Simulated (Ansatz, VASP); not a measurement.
# Cross-check of Ge (Germanium) between VASP and Ansatz

Aim: how closely do two programs agree when they are given the same cell, functional and k mesh? The cell is taken from a series of VASP runs on this material, whose earlier steps may have relaxed, scaled or displaced it; both programs get it as it stands. Valence electrons are named where the data sets of a main pair hold unlike numbers.

Main program and level: Ansatz 0.2.0; plane waves, with VASP 6.6.1 beside it; band structure at PBE, band structure at r2SCAN and band structure at r2SCAN, spin-orbit coupling.

### Step 1. Set-up

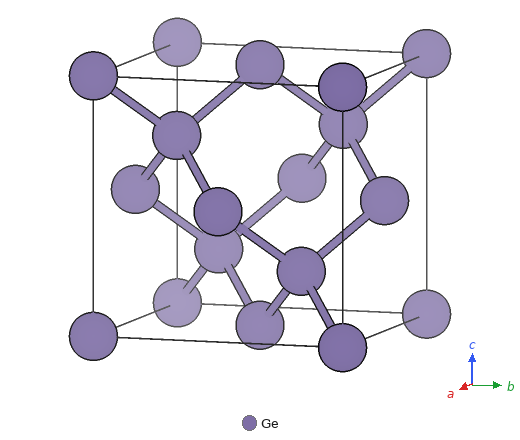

Start, viewed slightly off an axis; germanium purple. This picture shows the conventional cell, with its axes. Bonds to atoms that aren't drawn are left out. Some periodic images of atoms are drawn too.

Coordinates:

```cif
data_structure
_symmetry_space_group_name_H-M 'P 1'
_symmetry_Int_Tables_number 1
_cell_length_a 4.0007
_cell_length_b 4.0007
_cell_length_c 4.0007
_cell_angle_alpha 60.000
_cell_angle_beta 60.000
_cell_angle_gamma 60.000
_cell_volume 45.28
loop_
_atom_site_label
_atom_site_type_symbol
_atom_site_fract_x
_atom_site_fract_y
_atom_site_fract_z
_atom_site_occupancy
Ge1 Ge 0.75000 0.75000 0.75000 1
Ge2 Ge 0.50000 0.50000 0.50000 1
```

### Step 2. Ansatz: band structure, PBE

Ansatz runs on its default PAW (the set named soft_2) files.

Levels along a path test the potential and the projectors away from the mesh points.

The input, input.yaml:

```yaml
crystal:
  lattice:
    - [0.0, 2.82891, 2.82891]
    - [2.82891, 0.0, 2.82891]
    - [2.82891, 2.82891, 0.0]
  atoms:
    - { symbol: Ge, position: [0.75, 0.75, 0.75] }
    - { symbol: Ge, position: [0.5, 0.5, 0.5] }
hamiltonian:
  xc: pbe
  pseudopotentials: { kind: paw }
kpoints:
  mp_grid: { grid: [6, 6, 6] }
  band_path:
    path:
      - [0.0, 0.0, 0.0]
      - [0.16667, 0.0, 0.16667]
      - [0.33333, 0.0, 0.33333]
      - [0.5, 0.0, 0.5]
      - [0.5, 0.08333, 0.58333]
      - [0.5, 0.19444, 0.69444]
      - [0.5, 0.25, 0.75]
      - [0.45833, 0.29167, 0.75]
      - [0.40278, 0.34722, 0.75]
      - [0.375, 0.375, 0.75]
      - [0.20833, 0.20833, 0.41667]
      - [0.08333, 0.08333, 0.16667]
      - [0.0, 0.0, 0.0]
      - [0.22222, 0.22222, 0.22222]
      - [0.38889, 0.38889, 0.38889]
      - [0.51389, 0.47222, 0.51389]
      - [0.55556, 0.38889, 0.55556]
      - [0.61111, 0.27778, 0.61111]
      - [0.61111, 0.25, 0.63889]
      - [0.56944, 0.25, 0.68056]
      - [0.51389, 0.25, 0.73611]
      - [0.5, 0.27778, 0.72222]
      - [0.5, 0.38889, 0.61111]
      - [0.5, 0.47222, 0.52778]
      - [0.48611, 0.48611, 0.52778]
      - [0.43056, 0.43056, 0.63889]
      - [0.38889, 0.38889, 0.72222]
      - [0.59722, 0.19444, 0.59722]
      - [0.55556, 0.11111, 0.55556]
      - [0.5, 0.0, 0.5]
    npoints: 1
scf:
  occupations: { method: gaussian, width: 0.03 }
  n_extra_bands: 7
output:
  forces: true
  stress: true
  eigenvalues: true
```

Started as:

```bash
$ ansatz run input.yaml --threads 2 --pin off --max-ram 4608MiB --backend cpu --events-out ev --progress --plain --runs-dir out
```

Numbers of over 12 decimals in the logs are rounded to 6 here.

Output:

```text
scf.n_extra_bands = 7 over 14 filled bands (N_el = 28.0): the run solves 21 bands
Engine: ansatz 0.2.0, aarch64-unknown-linux-gnu
Pseudopotentials: kind: paw
Pseudopotential: Ge, paw, valence charge 14, recommended cutoff 420 eV (normal), Ge.paw.azcp
Functional definition: PBE
  parameter kappa = 0.804
  parameter beta = 0.066725
  exchange = pbe_x(kappa = kappa, mu = beta*pi^2/3)
  correlation = pbe_c(beta = beta)
Crystal: 2 atoms, lattice volume = 45.278 Å³
Basis set: ecut = 420 eV, 893 PW (Γ), exchange–correlation on 54×54×54 points (8 copies of the dense FFT grid, shifted against one another)
Bands: 21, of which v1, the nominal top of the filled ones, is band 14 counted from 1 (13 counted from 0)
Symmetry: 48 space group operations
Space group: Fd-3m (ITA 227), of the structure as read, at distance tolerance 3.6e-5 Å
k-points: 16 of 216
Non-local potential: Ge, projectors of the file, l = 0: 2, l = 1: 2, l = 2: 3, l = 3: 1
PAW form: soft (Blöchl's): semilocal exchange-correlation on the pseudo side does not see the compensation charge
PAW one-centre angular grid: Ge, 590 points (default); XC on 64 Gauss nodes
Initial density: superposition of atomic densities (neutral atoms: chi_scale 0, normalization atom), corrected by the library's trained network
Initial wavefunctions: pseudopotential atomic-orbital guess
Functional: x = pbe(κ = 0.804, μ = 0.219515), c = pbe(β = 0.066725)
SCF iter   1: F=—  HF=-8589.895951 eV  |F-HF|=—  |Δ(HF+E_count)|=         —  Δρ=1.02e-3  dr2=3.27e-4  ethr=1.77e-3  ⟨swp⟩=6.0  Hψ=1587  notcnv=0
preconditioner: auto → none  [insulator: Δε(μ)=0.032 eV  Ē_g=25.977 eV  σ=0.030 eV  W_gap=0.52  n_scr=14 (ndim 8)  ℏωp=29.2 eV  f_vac=0.074  D(μ)=0.43/eV (n_scr^D=0)  ε∞_Penn≈2.3]
SCF iter   2: F=—  HF=-8589.895654 eV  |F-HF|=—  |Δ(HF+E_count)|=   2.97e-4  Δρ=6.55e-4  dr2=1.01e-4  ethr=1.17e-6  ⟨swp⟩=2.1  Hψ=704  notcnv=0  defer=19
SCF iter   3: F=—  HF=-8589.895595 eV  |F-HF|=—  |Δ(HF+E_count)|=   5.93e-5  Δρ=3.12e-4  dr2=2.35e-5  ethr=3.60e-7  ⟨swp⟩=2.0  Hψ=507  notcnv=0  defer=19
SCF iter   4: F=—  HF=-8589.895640 eV  |F-HF|=—  |Δ(HF+E_count)|=   4.51e-5  Δρ=1.03e-4  dr2=2.83e-6  ethr=8.38e-8  ⟨swp⟩=2.0  Hψ=523  notcnv=0  defer=19
SCF iter   5: F=—  HF=-8589.895638 eV  |F-HF|=—  |Δ(HF+E_count)|=   1.45e-6  Δρ=4.32e-5  dr2=4.04e-7  ethr=1.01e-8  ⟨swp⟩=2.0  Hψ=515  notcnv=0  defer=19
SCF iter   6: F=-8589.895638 eV  HF=-8589.895638 eV  |F-HF|=9.74e-8  |Δ(HF+E_count)|=   3.68e-7  Δρ=1.50e-5  dr2=4.32e-8  ethr=3.57e-10  ⟨swp⟩=7.4  Hψ=1565  notcnv=0
SCF 1 converged in 6 iterations: F = -8589.895638 eV  dr2 = 4.32e-8
  greatest PAW one-centre occupation: 0.998 electrons in one spin orbital (limit 2), on the Ge atom at site 1 (counted from 0), in its partial waves of l = 2
NSCF: frozen V_eff on 30 k-points
SCF converged after 6 iterations
Free energy (F): -8589.895638 eV
Harris-Foulkes:  -8589.895638 eV  (|F-HF|=9.74e-8)
Internal energy: -8589.895440 eV  (E = F + TS)
E sigma→0 (E₀):  -8589.895539 eV
Entropy (-TS):   -0.000198 eV (-0.099 meV/atom)
Fermi energy:    8.609825 eV
--- Per-component energies (eV) ---
  E_band       = -298.026878
  E_kinetic    = 223.325236
  E_local      = -4941.467363  (includes V_loc(G=0)·N_el)
  E_nonlocal   = 837.429417
  E_hartree    = 2169.314712
  E_xc         = -151.276259
  E_vxc        = -129.416747  (∫ρ·V_xc dr)
  E_paw        = -4040.087193  (= ΣΔE_a)
  E_vpaw       = -626.512237  (= ΣTr[D̂ρ^β])
  E_aug_tail   = 0.000717  (compensation charges beyond the density's cutoff)
  E_ewald      = -2687.134708
  E_smearing   = -0.000198  (= −TS)
  E_closure    = -0.000000  (closes the sum)
  Σ components = -8589.895638   (vs F -8589.895638, Δ=0.00e0)
--- Forces (eV/Å), atoms counted from 1 ---
  atom   1  Ge    -0.00000000    -0.00000000     0.00000000
  atom   2  Ge     0.00000000     0.00000000    -0.00000000
  max |Σ_I F_I| component: 1.85e-17 eV/Å
--- Stress (GPa, compression-positive) ---
        3.594877      -0.000000       0.000000
       -0.000000       3.594877      -0.000000
        0.000000      -0.000000       3.594877
  P = ⅓ Tr σ = 3.5949 GPa (35.949 kbar)
--- Band table (eV; the first three rows and the last of 16) ---
  k-point 0: bands = [... 10 lower, -4.1887, 8.5857, 8.5857, 8.5857, 8.6161, 11.1312, 11.1312, 11.1312, ... 3 higher]
  k-point 1: bands = [... 10 lower, -3.8522, 5.4176, 8.0630, 8.0630, 9.5413, 11.8231, 11.8231, 12.7434, ... 3 higher]
  k-point 2: bands = [... 10 lower, -2.9193, 2.4976, 7.4176, 7.4176, 8.9921, 12.3547, 12.3547, 15.6216, ... 3 higher]
  k-point 15: bands = [... 10 lower, -0.2286, -0.2286, 4.8542, 4.8542, 11.2816, 11.2816, 15.1528, 15.1528, ... 3 higher]
```

Elapsed: 1.7 s, on 2 threads of Arm Neoverse N1, shared host; peak memory 0.27 GiB.

Reading the cycles: dr2 is the Hartree energy of the density residual (eV), the measure of convergence; HF is the Harris–Foulkes estimate of the energy, which meets the free energy F at convergence.

### Step 3. VASP: band structure, PBE

The same cell, functional, mesh and smearing now go to VASP, with its own data sets.

Lines of VASP's logs that name or quote its potential files are left out, and so is its time.

The input, INCAR:

```
SYSTEM = Ge
PREC = Accurate
ENCUT = 360
EDIFF = 1E-06
NELM = 100
ISMEAR = 0
SIGMA = 0.03
LREAL = .FALSE.
ALGO = Normal
GGA = PE
NBANDS = 26
LORBIT = 11
LWAVE = .FALSE.
LCHARG = .FALSE.
KPAR = 8
LASPH = .TRUE.
```

The input, POSCAR:

```
Ge
1.0
    0.0000000000      2.8289100000      2.8289100000
    2.8289100000      0.0000000000      2.8289100000
    2.8289100000      2.8289100000      0.0000000000
Ge
2
Direct
    0.7500000000      0.7500000000      0.7500000000
    0.5000000000      0.5000000000      0.5000000000
```

The input, KPOINTS:

```
Automatic mesh
0
Gamma
6 6 6
0 0 0
```

The input, KPOINTS_OPT:

```
Line mode
10
Line-mode
Reciprocal
  0.00000000   0.00000000   0.00000000 GAMMA
  0.50000000   0.00000000   0.50000000 X

  0.50000000   0.00000000   0.50000000 X
  0.50000000   0.25000000   0.75000000 W

  0.50000000   0.25000000   0.75000000 W
  0.37500000   0.37500000   0.75000000 K

  0.37500000   0.37500000   0.75000000 K
  0.00000000   0.00000000   0.00000000 GAMMA

  0.00000000   0.00000000   0.00000000 GAMMA
  0.50000000   0.50000000   0.50000000 L

  0.50000000   0.50000000   0.50000000 L
  0.62500000   0.25000000   0.62500000 U

  0.62500000   0.25000000   0.62500000 U
  0.50000000   0.25000000   0.75000000 W

  0.50000000   0.25000000   0.75000000 W
  0.50000000   0.50000000   0.50000000 L

  0.50000000   0.50000000   0.50000000 L
  0.37500000   0.37500000   0.75000000 K

  0.62500000   0.25000000   0.62500000 U
  0.50000000   0.00000000   0.50000000 X
```

Potentials, in the order of the species: Ge_d (PBE family, release 64).

Started as:

```bash
$ mpirun -np 8 vasp_std
```

Output:

```text
[banner, memory and clock lines left out]
running    8 mpi-ranks, on    1 nodes
 distrk:  each k-point on    1 cores,    8 groups
 distr:  one band on    1 cores,    1 groups

 POSCAR found type information on POSCAR Ge
 POSCAR found :  1 types and       2 ions
|                                                                             |
|           W    W    AA    RRRRR   N    N  II  N    N   GGGG   !!!           |
|           W    W   A  A   R    R  NN   N  II  NN   N  G    G  !!!           |
|           W    W  A    A  R    R  N N  N  II  N N  N  G       !!!           |
|           W WW W  AAAAAA  RRRRR   N  N N  II  N  N N  G  GGG   !            |
|           WW  WW  A    A  R   R   N   NN  II  N   NN  G    G                |
|           W    W  A    A  R    R  N    N  II  N    N   GGGG   !!!           |
|                                                                             |
|     For optimal performance we recommend to set                             |
|       NCORE = 2 up to number-of-cores-per-socket                            |
|     NCORE specifies how many cores store one orbital (NPAR=cpu/NCORE).      |
|     This setting can greatly improve the performance of VASP for DFT.       |
|     The default, NCORE=1 might be grossly inefficient on modern             |
|     multi-core architectures or massively parallel machines. Do your        |
|     Unfortunately you need to use the default for GW and RPA                |
|     calculations (for HF NCORE is supported but not extensively tested      |
|     yet).                                                                   |
|                                                                             |

 LDA part: xc-table for (Slater+PW92), standard interpolation
 POSCAR, INCAR and KPOINTS ok, starting setup
 FFT: planning ... GRIDC
 FFT: planning ... GRID_SOFT
 FFT: planning ... GRID
 WAVECAR not read
 entering main loop
       N       E                     dE             d eps       ncg     rms          rms(c)
DAV:   1     0.174901459006E+03    0.17490E+03   -0.10794E+04  1000   0.244E+03
DAV:   2     0.165131025009E+02   -0.15839E+03   -0.15104E+03   832   0.467E+02
DAV:   3    -0.838396055818E+01   -0.24897E+02   -0.24729E+02   946   0.111E+02
DAV:   4    -0.904621908344E+01   -0.66226E+00   -0.66184E+00   950   0.208E+01
DAV:   5    -0.905437303937E+01   -0.81540E-02   -0.81534E-02   948   0.251E+00    0.322E+00
DAV:   6    -0.899518619488E+01    0.59187E-01   -0.16401E-02   942   0.107E+00    0.191E+00
DAV:   7    -0.896481588460E+01    0.30370E-01   -0.39364E-02  1018   0.147E+00    0.147E-01
DAV:   8    -0.896652628977E+01   -0.17104E-02   -0.44003E-03   918   0.569E-01    0.464E-02
DAV:   9    -0.896678292932E+01   -0.25664E-03   -0.26122E-04   910   0.134E-01    0.141E-02
DAV:  10    -0.896679092283E+01   -0.79935E-05   -0.13446E-05  1012   0.279E-02    0.721E-03
DAV:  11    -0.896679336968E+01   -0.24469E-05   -0.31292E-06   784   0.139E-02    0.115E-03
DAV:  12    -0.896679345774E+01   -0.88054E-07   -0.10527E-07   578   0.222E-03
   1 F= -.89667935E+01 E0= -.89667033E+01  d E =-.180401E-03
 Start KPOINTS_OPT (optional k-point list driver)
k-point batch [1-16\100]
       N       E                     dE             ncg
DAV:   1    -0.339973988115E+04   -0.13039E+05     1054
DAV:   2    -0.593349086099E+04   -0.25338E+04      856
DAV:   3    -0.632422288716E+04   -0.39073E+03      944
DAV:   4    -0.633473267319E+04   -0.10510E+02      940
DAV:   5    -0.633486401250E+04   -0.13134E+00      966
DAV:   6    -0.633486694389E+04   -0.29314E-02      942
DAV:   7    -0.633486704239E+04   -0.98503E-04      992
DAV:   8    -0.633486704585E+04   -0.34605E-05      800
DAV:   9    -0.633486704602E+04   -0.16316E-06      558
[...]
k-point batch [97-100\100]
       N       E                     dE             ncg
DAV:   1     0.908377905587E+04   -0.43566E+04      248
DAV:   2     0.843233918502E+04   -0.65144E+03      208
DAV:   3     0.833009878074E+04   -0.10224E+03      258
DAV:   4     0.832711213661E+04   -0.29866E+01      220
DAV:   5     0.832707550357E+04   -0.36633E-01      248
DAV:   6     0.832707468999E+04   -0.81358E-03      224
DAV:   7     0.832707466259E+04   -0.27396E-04      250
DAV:   8     0.832707466151E+04   -0.10863E-05      206
DAV:   9     0.832707466147E+04   -0.38675E-07      122
```

Parts of OUTCAR (step 3):

```text
ion  position               nearest neighbor table
   1  0.750  0.750  0.750-   2 2.45   2 2.45   2 2.45   2 2.45
   2  0.500  0.500  0.500-   1 2.45   1 2.45   1 2.45   1 2.45

  LATTYP: Found a face centered cubic cell.
 ALAT       =     5.6578200000

 Subroutine GETGRP returns: Found 48 space group operations
 (whereof 24 operations were pure point group operations)

The static configuration has the point symmetry T_d .
 The point group associated with its full space group is O_h .

 Found     16 irreducible k-points:

   k-points           NKPTS =     16   k-points in BZ     NKDIM =     16   number of bands    NBANDS=     26

   dimension x,y,z NGX =    28 NGY =   28 NGZ =   28
   dimension x,y,z NGXF=    56 NGYF=   56 NGZF=   56

   ENCUT  =  360.0 eV  26.46 Ry    5.14 a.u.   6.19  6.19  6.19*2*pi/ulx,y,z

   NELECT =      28.0000    total number of electrons

 k-points in reciprocal lattice and weights: Automatic mesh
   0.00000000  0.00000000  0.00000000       0.005
   0.16666667  0.00000000  0.00000000       0.037
   0.33333333  0.00000000  0.00000000       0.037
   0.50000000  0.00000000  0.00000000       0.019
   0.16666667  0.16666667  0.00000000       0.028
   0.33333333  0.16666667  0.00000000       0.111
   0.50000000  0.16666667  0.00000000       0.111
  -0.33333333  0.16666667  0.00000000       0.111
  -0.16666667  0.16666667  0.00000000       0.056
[...]
-0.33333333  0.33333333  0.16666667       0.111
  -0.33333333  0.50000000  0.16666667       0.056

 average (electrostatic) potential at core
       1 -74.3226       2 -74.3226

 E-fermi :   5.0267

 k-point     1 :       0.0000    0.0000    0.0000
  band No.  band energies     occupation
    ...
     11      -7.7720      2.00000
     12       5.0005      1.78325
     13       5.0005      1.78303
     14       5.0005      1.78303
     15       5.0363      0.65069
     16       7.5521      0.00000
     17       7.5521      0.00000
     18       7.5521      0.00000
     19      11.4305      0.00000
     20      14.4796      0.00000
    ...

 k-point     2 :       0.1667    0.0000    0.0000
  band No.  band energies     occupation
    ...
     10     -19.5229      2.00000
     11      -7.4356      2.00000
     12       1.8337      2.00000
     13       4.4781      2.00000
     14       4.4781      2.00000
     15       5.9610      0.00000
     16       8.2445      0.00000
     17       8.2445      0.00000
     18       9.1635      0.00000
     19      12.8260      0.00000
    ...

 k-point     3 :       0.3333    0.0000    0.0000
  band No.  band energies     occupation
    ...
     10     -19.5125      2.00000
     11      -6.5031      2.00000
     12      -1.0866      2.00000
     13       3.8328      2.00000
     14       3.8328      2.00000
     15       5.4118      0.00000
     16       8.7778      0.00000
     17       8.7778      0.00000
     18      12.0419      0.00000
     19      12.8631      0.00000
    ...

  Total        0.9718522      0.9718522      0.9718522      0.0000000      0.0000000      0.0000000
  in kB       34.3893058     34.3893058     34.3893058      0.0000000      0.0000000      0.0000000
  external PRESSURE =      34.3893058 kB  Pullay stress =       0.0000000 kB

  energy-cutoff  :      360.00
  volume of cell :       45.28
      direct lattice vectors                 reciprocal lattice vectors
     0.000000000  2.828910000  2.828910000    -0.176746521  0.176746521  0.176746521
     2.828910000  0.000000000  2.828910000     0.176746521 -0.176746521  0.176746521
     2.828910000  2.828910000  0.000000000     0.176746521  0.176746521 -0.176746521

 POSITION                                       TOTAL-FORCE (eV/Angst)
 -----------------------------------------------------------------------------------
      4.24336      4.24336      4.24336        -0.000000     -0.000000     -0.000000
      2.82891      2.82891      2.82891         0.000000      0.000000      0.000000
 -----------------------------------------------------------------------------------
    total drift:                                0.000000      0.000000      0.000000

  FREE ENERGIE OF THE ION-ELECTRON SYSTEM (eV)
  ---------------------------------------------------
  free  energy   TOTEN  =        -8.9667934577 eV

  energy  without entropy=       -8.9666130570  energy(sigma->0) =       -8.96670326

 total charge
# of ion       s       p       d       tot
------------------------------------------
    1        1.124   1.273  10.022  12.419
    2        1.124   1.273  10.022  12.419
--------------------------------------------------
tot          2.248   2.545  20.045  24.838

[... 3 further parts left out ...]
```

The run ends at a pressure of 3.44 GPa.

### Step 4. Comparison

Known differences besides the potentials themselves: the cutoff is 420 eV in Ansatz and 360 eV in VASP. Total energies have different zeros and are not compared.

Compared:

```csv
quantity,Ansatz,VASP,difference
pressure (GPa),3.59,3.44,+0.16
gap over the path points (eV),0.030,0.036,-0.005
```

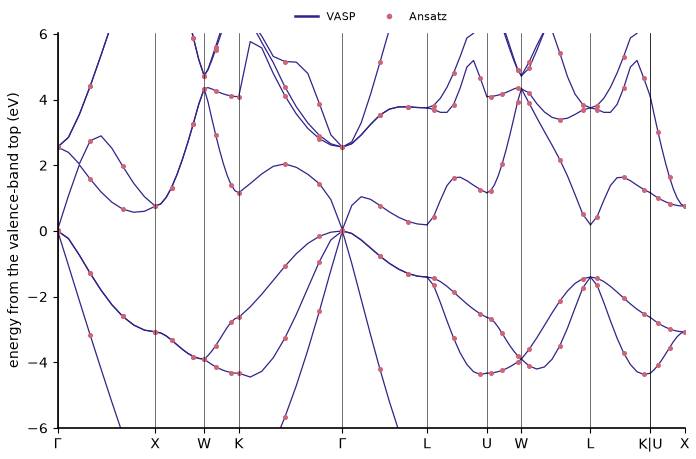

Bands from VASP (lines) and levels from Ansatz (dots). Dots without a line are higher empty bands that the VASP plot leaves out.

Levels at points of the path, from each program's valence-band top (eV; 4 filled, then empty):

```csv
k (reciprocal lattice),Ansatz,VASP
0.000 0.000 0.000,-12.77 0.00 0.00 0.00 0.03 2.55 2.55,-12.77 0.00 0.00 0.00 0.04 2.55 2.55
0.167 0.000 0.167,-12.32 -3.17 -1.29 -1.29 1.57 2.74 4.40,-12.32 -3.17 -1.29 -1.29 1.58 2.75 4.41
0.333 0.000 0.333,-10.99 -6.20 -2.61 -2.61 0.66 1.96 7.31,-10.99 -6.20 -2.60 -2.60 0.66 1.97 7.32
0.500 0.000 0.500,-8.89 -8.89 -3.08 -3.08 0.75 0.75 9.51,-8.89 -8.89 -3.08 -3.08 0.75 0.75 9.52
0.500 0.083 0.583,-8.86 -8.86 -3.33 -3.33 1.32 1.32 8.55,-8.86 -8.86 -3.33 -3.33 1.32 1.32 8.56
0.500 0.194 0.694,-8.80 -8.80 -3.83 -3.83 3.26 3.26 5.88,-8.80 -8.80 -3.82 -3.82 3.27 3.27 5.89
0.500 0.250 0.750,-8.79 -8.79 -3.90 -3.90 4.32 4.32 4.71,-8.79 -8.79 -3.90 -3.90 4.33 4.33 4.72
0.458 0.292 0.750,-9.10 -8.49 -4.14 -3.50 2.92 4.26 5.51,-9.10 -8.49 -4.14 -3.49 2.92 4.27 5.52
0.403 0.347 0.750,-9.33 -8.31 -4.31 -2.78 1.40 4.10 6.90,-9.33 -8.31 -4.31 -2.78 1.41 4.11 6.92
0.375 0.375 0.750,-9.36 -8.29 -4.33 -2.63 1.16 4.08 7.21,-9.36 -8.29 -4.33 -2.63 1.16 4.09 7.22
```

Among the levels compared at these points, filled levels agree within 2 meV and empty ones within 12 meV.

### Step 5. What the set-up changes

Further runs change the set-up of one program: Ansatz's method, potentials or start, or VASP's data sets, cutoff or form of LDA. The table gives Ansatz less VASP for each quantity, since a change that brings one quantity closer may part another.

```csv
run,pressure (GPa),gap over the path points (eV)
as above,0.16,-0.0054
Ansatz's all-electron LAPW method,0.13,0.0011
```

[end of part 1 of 2]

[Lines on the potential files, build, host, timing and source positions are cut from VASP's logs without a mark.]

[Logs are printed without paths, hosts, clocks, repeated set-up lines and the standing remarks that a program may print on its own settings, such as how far it seeks lower states.]

[Hosts, paths, dates, database ids (printed as entryN), source tags and the programs' standing remarks are cut or masked in the printed files.]
